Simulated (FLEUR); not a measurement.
# E(M) of MnSe, part 2 of 2

Wanted: E(M) for MnSe, with its minima.

FLEUR MaX-R8.1; LDA (VWN); all-electron FLAPW, Dirac cores, scalar-relativistic bands.

So far, magnetization (μB): step 2 (unconstrained state) 4.89.

The database entry behind the starting cell is an old determination (1938), so it need not match the best structure at ambient conditions.

## Step 4: Moment fixed at 4.403 μB

Two Fermi energies hold the total moment; the run starts from the free run's density.

Input file inp.xml:

```
<?xml version="1.0" encoding="UTF-8" standalone="no"?>
<fleurInput fleurInputVersion="0.39">
   <comment>
      MnSe
   </comment>
   <calculationSetup>
      <cutoffs Kmax="3.6" Gmax="10.8" GmaxXC="10.8" numbands="0"/>
      <scfLoop itmax="130" minDistance="0.00002" maxIterBroyd="15" imix="Anderson" alpha="0.05" precondParam="0.0" spinf="2.0" sdNocoIR="T"/>
      <coreElectrons ctail="T" frcor="F" kcrel="0" coretail_lmax="0"/>
      <xcFunctional name="vwn" relativisticCorrections="F"/>
      <magnetism jspins="2" fixed_moment="4.403"/>
      <soc l_soc="F" theta="0.0" phi="0.0" spav="F"/>
      <expertModes spex="0" secvar="F"/>
      <geometryOptimization l_f="F" forcealpha="1.0" forcemix="BFGS" epsdisp="0.00001" epsforce="0.00001"/>
      <ldaU l_linMix="F" mixParam="0.05" spinf="1.0"/>
   </calculationSetup>
   <cell>
      <bzIntegration valenceElectrons="31.0" mode="hist" fermiSmearingEnergy="0.00110248">
         <kPointListSelection listName="default-1"/>
         <xi:include xmlns:xi="http://www.w3.org/2001/XInclude" href="kpts.xml"> </xi:include>
      </bzIntegration>
      <xi:include xmlns:xi="http://www.w3.org/2001/XInclude" href="sym.xml"> </xi:include>
      <bulkLattice scale="1.0">
         <bravaisMatrix>
            <row-1>    0.0000000000000000     5.4991030225859996     5.4991030225859996</row-1>
            <row-2>    5.4991030225859996     0.0000000000000000     5.4991030225859996</row-2>
            <row-3>    5.4991030225859996     5.4991030225859996     0.0000000000000000</row-3>
         </bravaisMatrix>
      </bulkLattice>
   </cell>
   <atomSpecies>
      <species name="Manganese 4.500" element="Mn" atomicNumber="25">
         <mtSphere radius="2.32" gridPoints="767" logIncrement="0.016"/>
         <atomicCutoffs lmax="8" lnonsphr="6"/>
         <electronConfig flipSpins="F">
            <coreConfig>(1s1/2) (2s1/2) (2p1/2) (2p3/2)</coreConfig>
            <valenceConfig>(3s1/2) (3p1/2) (3p3/2) (4s1/2) (3d3/2) (3d5/2)</valenceConfig>
            <stateOccupation state="(3d3/2)" spinUp="1.75" spinDown="0.25"/>
            <stateOccupation state="(3d5/2)" spinUp="3.0" spinDown="0.0"/>
         </electronConfig>
         <energyParameters s="4" p="4" d="3" f="4"/>
         <lo type="SCLO" l="0" n="3" eDeriv="0"/>
         <lo type="SCLO" l="1" n="3" eDeriv="0"/>
      </species>
      <species name="Selenium (Se)" element="Se" atomicNumber="34">
         <mtSphere radius="2.32" gridPoints="767" logIncrement="0.016"/>
         <atomicCutoffs lmax="8" lnonsphr="6"/>
         <electronConfig flipSpins="F">
            <coreConfig>(1s1/2) (2s1/2) (2p1/2) (2p3/2) (3s1/2) (3p1/2) (3p3/2)</coreConfig>
            <valenceConfig>(4s1/2) (3d3/2) (3d5/2) (4p1/2) (4p3/2)</valenceConfig>
            <stateOccupation state="(4p1/2)" spinUp="0.666667" spinDown="0.666667"/>
            <stateOccupation state="(4p3/2)" spinUp="1.333333" spinDown="1.333333"/>
         </electronConfig>
         <energyParameters s="4" p="4" d="3" f="4"/>
      </species>
   </atomSpecies>
   <atomGroups>
      <atomGroup species="Manganese 4.500">
         <relPos label="                   1">.0000000000 .0000000000 .0000000000</relPos>
         <force calculate="T" relaxXYZ="TTT"/>
      </atomGroup>
      <atomGroup species="Selenium (Se)">
         <relPos label="                   2">1.000/4.000 1.000/4.000 1.000/4.000</relPos>
         <force calculate="T" relaxXYZ="TTT"/>
      </atomGroup>
   </atomGroups>
   <output dos="F" band="F" slice="F">
      <bandDOS minEnergy="-.5*Htr" maxEnergy="0.5*Htr" sigma="0.015" storeEVData="T"/>
      <plotting iplot="0" polar="F">
         <plot TwoD="T" vec1="  1.0  0.0  0.0" vec2="  0.0  1.0  0.0" vec3="  0.0  0.0  1.0" zero="  0.0  0.0  0.0" file="plot"/>
      </plotting>
      <moessbauerParams electricFieldGradient="F" isomerShift="F" coreHyperfine="F" valenceHyperfine="F"/>
   </output>
</fleurInput>
```

Launch:

```
$ OMP_NUM_THREADS=1 mpirun -n 4 fleur_MPI > fleur.log
```

What it wrote:

```text
[banner, memory and clock lines left out]
Welcome to FLEUR        (www.flapw.de)
      MaX-Release 8.1          (www.max-centre.eu)

 ========== k-point set info ==========
 Selected k-point list: default-1
 k-point list type: mesh
 6 x 6 x 6
 Number of k points: 16

 [... set-up left out ...]
 Iteration:     1   Distance:       4.62160248 me/bohr^3
 Iteration:     2   Distance:       4.42591517 me/bohr^3
 Iteration:     3   Distance:       2.34797531 me/bohr^3
 Iteration:     4   Distance:       0.49271067 me/bohr^3
 Iteration:     5   Distance:       0.35748440 me/bohr^3
 Iteration:     6   Distance:       0.10816942 me/bohr^3
 Iteration:     7   Distance:       0.06734545 me/bohr^3
 Iteration:     8   Distance:       0.05373220 me/bohr^3
 Iteration:     9   Distance:       0.00699133 me/bohr^3
 Iteration:    10   Distance:       0.00581653 me/bohr^3
 Iteration:    11   Distance:       0.00039141 me/bohr^3
 Iteration:    12   Distance:       0.00035338 me/bohr^3
 Iteration:    13   Distance:       0.00009920 me/bohr^3
 Iteration:    14   Distance:       0.00001553 me/bohr^3

 ********************************************************************
 Run finished successfully
 Stop message:
   all done
 ********************************************************************

--- out.xml (last complete iteration) ---
<iteration numberForCurrentRun="   14" overallNumber="   33">
         [... left out ...]
         <bandgap value="0.2371757334" units="eV"/>
         <sumValenceSingleParticleEnergies value="-15.7436651737" units="Htr"/>
         <bandgap value="0.1716437663" units="eV"/>
         <sumValenceSingleParticleEnergies value="-31.1599923091" units="Htr"/>
         <FermiEnergy value="0.1768413189" units="Htr"/>
         <FixedTotalMoment fermiEnergyUp="0.1506384703" fermiEnergyDown="0.1768413189" units="Htr"/>
         [... left out ...]
         <magneticMomentsInMTSpheres units="muBohr">
            <globalMagMoment atomType="1" vec="0.00000   0.00000   4.02835"/>
            <globalMagMoment atomType="2" vec="0.00000   0.00000   0.02045"/>
         </magneticMomentsInMTSpheres>
         [... left out ...]
         <totalEnergy value="    -3583.6289088140" units="Htr">
            <sumOfEigenvalues value="    -2081.2110649189">
               <coreElectrons value="-2050.0510726098"/>
               <valenceElectrons value="-31.1599923091"/>
            </sumOfEigenvalues>
         [... left out ...]
            <freeEnergy value="-3583.6291526053"/>
            <extrapolationTo0K value="-3583.6290307097"/>
         </totalEnergy>
         <densityConvergence units="me/bohr^3">
            <chargeDensity spin="1" distance="0.0000030436"/>
            <chargeDensity spin="2" distance="0.0000139831"/>
            <overallChargeDensity distance="0.0000155262"/>
            <spinDensity distance="0.0000129815"/>
         </densityConvergence>
      </iteration>
```

Elapsed: 8.4 s, on 4 MPI ranks of Arm Neoverse V1, shared host; peak memory 0.18 GiB; 33 s of CPU time.

Numbers from this step:

- magnetization: 4.403 μB

Its energy lies +94.2 meV a cell from the free run's.

## Step 5: Moment fixed at 5.504 μB

inp.xml: that of step 4 with these lines changed.

```diff
@@ -10,3 +10,3 @@
       <xcFunctional name="vwn" relativisticCorrections="F"/>
-      <magnetism jspins="2" fixed_moment="4.403"/>
+      <magnetism jspins="2" fixed_moment="5.504"/>
       <soc l_soc="F" theta="0.0" phi="0.0" spav="F"/>
```

What it wrote:

```text
[banner, memory and clock lines left out]
Welcome to FLEUR        (www.flapw.de)
      MaX-Release 8.1          (www.max-centre.eu)

 ========== k-point set info ==========
 Selected k-point list: default-1
 k-point list type: mesh
 6 x 6 x 6
 Number of k points: 16

 [... set-up left out ...]
 Iteration:     1   Distance:       2.84940758 me/bohr^3
 Iteration:     2   Distance:       2.71904771 me/bohr^3
 Iteration:     3   Distance:       0.80048690 me/bohr^3
 Iteration:     4   Distance:       0.19213612 me/bohr^3
 Iteration:     5   Distance:       0.16375513 me/bohr^3
[...]
<sumOfEigenvalues value="    -2081.1752650700">
               <coreElectrons value="-2049.9959116965"/>
               <valenceElectrons value="-31.1793533735"/>
            </sumOfEigenvalues>
         [... left out ...]
            <freeEnergy value="-3583.5818006780"/>
            <extrapolationTo0K value="-3583.5815273303"/>
         </totalEnergy>
         <densityConvergence units="me/bohr^3">
            <chargeDensity spin="1" distance="0.0000036568"/>
            <chargeDensity spin="2" distance="0.0000055151"/>
            <overallChargeDensity distance="0.0000065903"/>
            <spinDensity distance="0.0000066442"/>
         </densityConvergence>
      </iteration>
```

Wall time 8.4 s (4 MPI ranks); peak memory 0.19 GiB.

Read from the output:

```yaml
magnetization: 5.504 μB
```

Its energy lies +1382.7 meV a cell from the free run's.

## Step 6: Moment fixed at 3.302 μB

inp.xml: that of step 5 with these lines changed.

```diff
@@ -10,3 +10,3 @@
       <xcFunctional name="vwn" relativisticCorrections="F"/>
-      <magnetism jspins="2" fixed_moment="5.504"/>
+      <magnetism jspins="2" fixed_moment="3.302"/>
       <soc l_soc="F" theta="0.0" phi="0.0" spav="F"/>
```

What it wrote:

```text
[banner, memory and clock lines left out]
Welcome to FLEUR        (www.flapw.de)
      MaX-Release 8.1          (www.max-centre.eu)

 ========== k-point set info ==========
 Selected k-point list: default-1
 k-point list type: mesh
 6 x 6 x 6
 Number of k points: 16

 [... set-up left out ...]
 Iteration:     1   Distance:      15.35914395 me/bohr^3
 Iteration:     2   Distance:      14.87208195 me/bohr^3
 Iteration:     3   Distance:      11.26294308 me/bohr^3
 Iteration:     4   Distance:       2.00015602 me/bohr^3
 Iteration:     5   Distance:       1.38184427 me/bohr^3
[...]
<sumOfEigenvalues value="    -2081.4672372803">
               <coreElectrons value="-2050.2793058516"/>
               <valenceElectrons value="-31.1879314287"/>
            </sumOfEigenvalues>
         [... left out ...]
            <freeEnergy value="-3583.6097806899"/>
            <extrapolationTo0K value="-3583.6095166965"/>
         </totalEnergy>
         <densityConvergence units="me/bohr^3">
            <chargeDensity spin="1" distance="0.0000047689"/>
            <chargeDensity spin="2" distance="0.0000054143"/>
            <overallChargeDensity distance="0.0000097109"/>
            <spinDensity distance="0.0000031327"/>
         </densityConvergence>
      </iteration>
```

It took 11 s on 4 MPI ranks; peak memory 0.19 GiB; 45 s of CPU time.

Numbers from this step:

```yaml
magnetization: 3.302 μB
```

Its energy lies +621.3 meV a cell from the free run's.

## Step 7: The curve

The other moments were run in the same way.

Energy over the lowest against total spin moment:

```csv
total spin moment (μB a cell),energy over the lowest (meV a cell)
0.00,1674
1.10,1553
2.20,1175
3.30,621
4.40,94.2
4.89,0
5.50,1383
6.61,4963
```

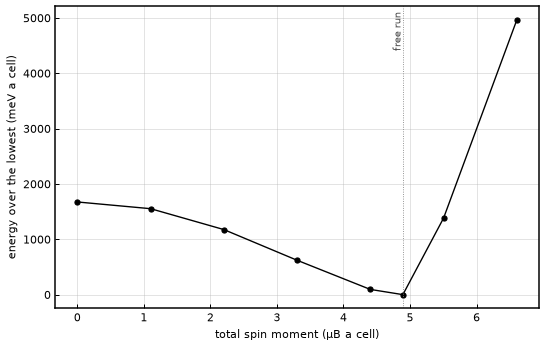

Energy over the lowest, plotted against total spin moment.

Table of moment, largest sphere moment by total spin moment:

```csv
total spin moment (μB a cell),"moment, largest sphere moment (μB)"
0.00,0
1.10,1.15
2.20,2.23
3.30,3.21
4.40,4.03
4.89,4.32
5.50,4.48
6.61,4.71
```

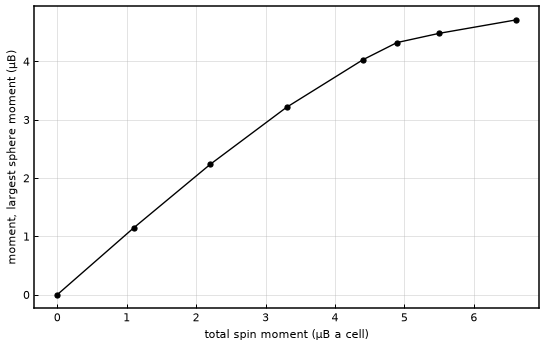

Moment, largest sphere moment, plotted against total spin moment.

## Step 8: Outcome

```
moment of the free run     : 4.89 μB a cell
moment of the lowest point : 4.89 μB a cell
energy of the spinless run : 1674 meV a cell over the lowest
```

**Reading.** The lowest point lies 1674 meV a cell under the spinless run, in free energy at a smearing of 0.03 eV. The point at zero is the spinless run. Opposed orders, which also have no total moment, were not run.

[Logs and program files are shortened in this print: banners, set-up blocks, solver, clock and traceback lines can be left out without a mark of their own.]

[Logs are printed without paths, hosts, clocks, repeated set-up lines and the standing remarks that a program may print on its own settings, such as how far it seeks lower states.]

[Hosts, paths, dates, database ids (printed as entryN), source tags and the programs' standing remarks are cut or masked in the printed files.]

[Where a cell is said to come from a database of computed structures, the database is the Materials Project.]
